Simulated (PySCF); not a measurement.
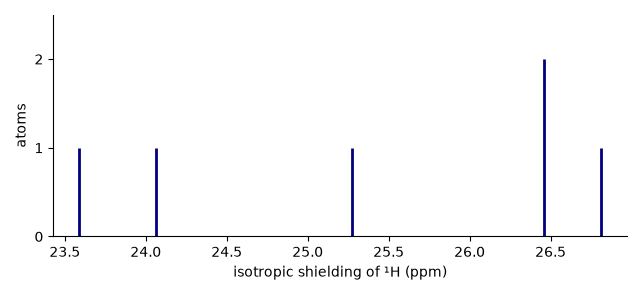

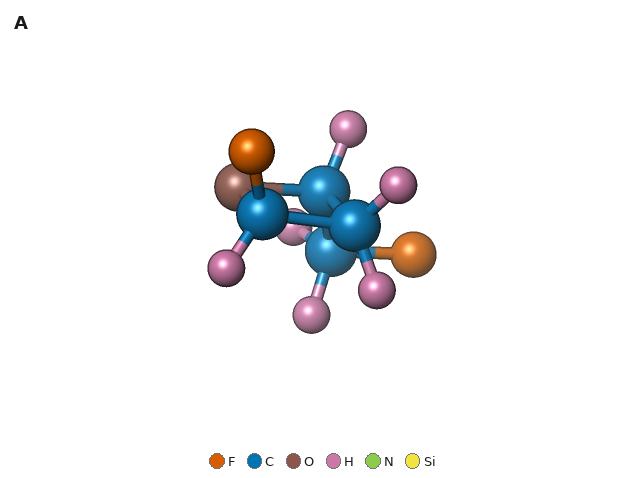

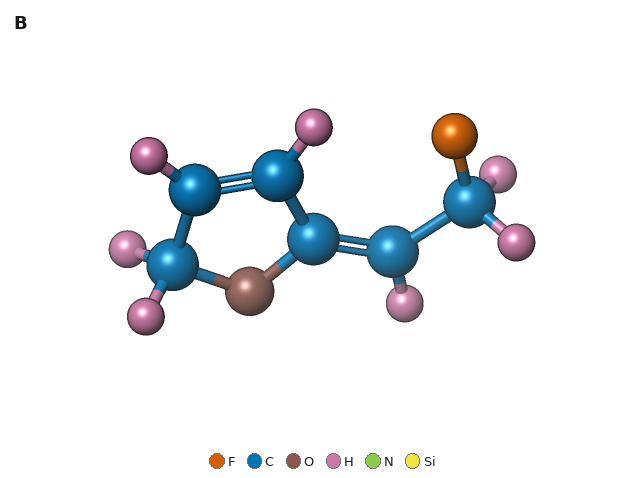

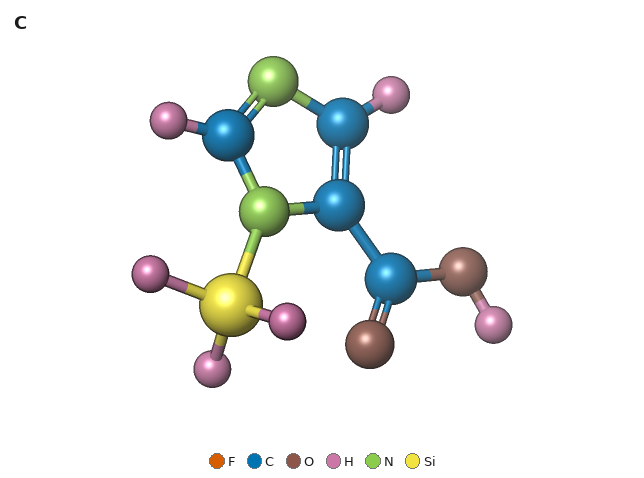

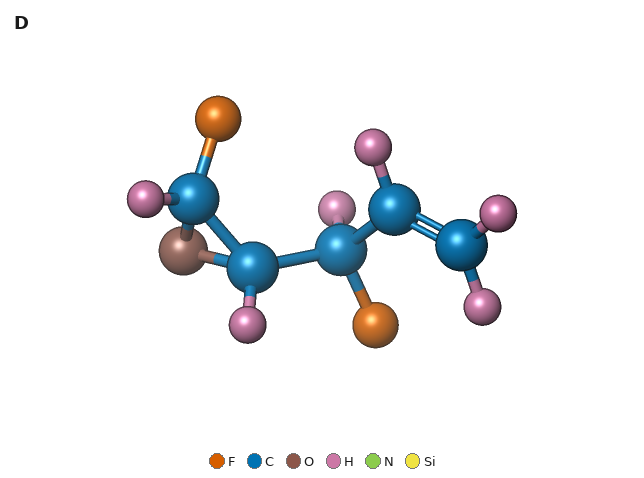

The sticks are computed shieldings of one of the molecules, for one fixed geometry (GFN2-xTB) without averaging over rotations. Low shielding means a high chemical shift. Method: GIAO PBE0/pcSseg-1 NMR shielding, non-relativistic, gas phase (PySCF 2.14.0).

Question: Match the spectrum to a structure.

Answer: C, `O=C(O)c1cncn1[SiH3]`. Its 6 H atoms give lines at 23.59, 24.06, 25.27, 26.46 (2 atoms), 26.81 ppm.

The geometry is semi-empirical. Around Si such bond lengths and angles can be off by a tenth of an ångström or more and by several degrees, and values that hang on the shape move with them.
